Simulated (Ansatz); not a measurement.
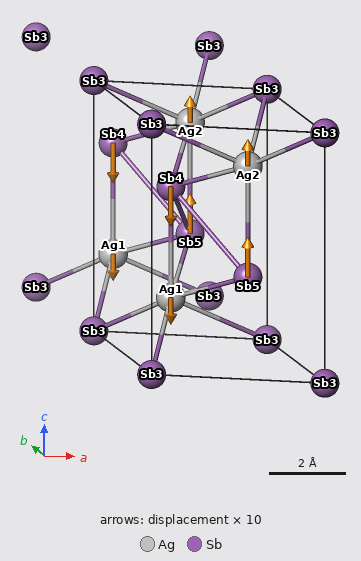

A relaxation of a crystal of Ag2Sb3 (built on the A-type sesquioxide_164 type). The starting structure is drawn; orange arrows show the displacements (the part carried along by the change of the cell is left out), magnified 10 times.

The picture is a ball-and-stick view of the cell of the calculation, repeated 1 × 2 × 1 with one cell outlined, seen slightly off an axis.

Case: A-type sesquioxide type (P-3m1, No. 164).

These are results of DFT PBE, scalar-relativistic, plane waves, PAW (Ansatz 0.2.0), not measurements. (plane-wave cutoff 420 eV; k-point mesh 12 × 12 × 6; occupations gaussian; smearing width 0.1 eV; no spin polarisation; cell and atoms relaxed; force threshold 0.01 eV/Å; at most 80 steps)

**Which element moves most?**

Antimony: up to 0.11 Å, against 0.07 Å for silver.

**Describe the change and its energy.**

The largest moves relative to the cell, 0.11 Å, are those of Sb4 and Sb5. Sb4 goes along −c. Largest moves by element: Sb 0.11 Å, Ag 0.07 Å. The drawn cell changes as follows: a = b 4.662 → 4.553 Å (−2.3 %), c 6.854 → 7.165 Å (+4.5 %); the volume changes by −0.3 %. Near-neighbour distances that change, for instance: Sb4–Sb5 3.352 → 3.224 Å, Ag1–Sb4 3.041 → 3.142 Å, Ag1–Sb3 3.027 → 2.966 Å, Ag1–Sb5 2.886 → 2.922 Å. The space group stays P-3m1 (No. 164). The energy falls by 4.0 meV per atom in 5 accepted moves (8 points after the start). Largest force component: 0.03 eV/Å at the start, 0.00048 eV/Å at the end. Pressure: −0.06 GPa at the start and 0.01 GPa at the end. The line search rejected the trial steps at points 3, 5 of the run. At 1 point the geometry stayed and the basis and grid were re-selected for the new cell (energy shift of 0.1 meV per atom at most each time).
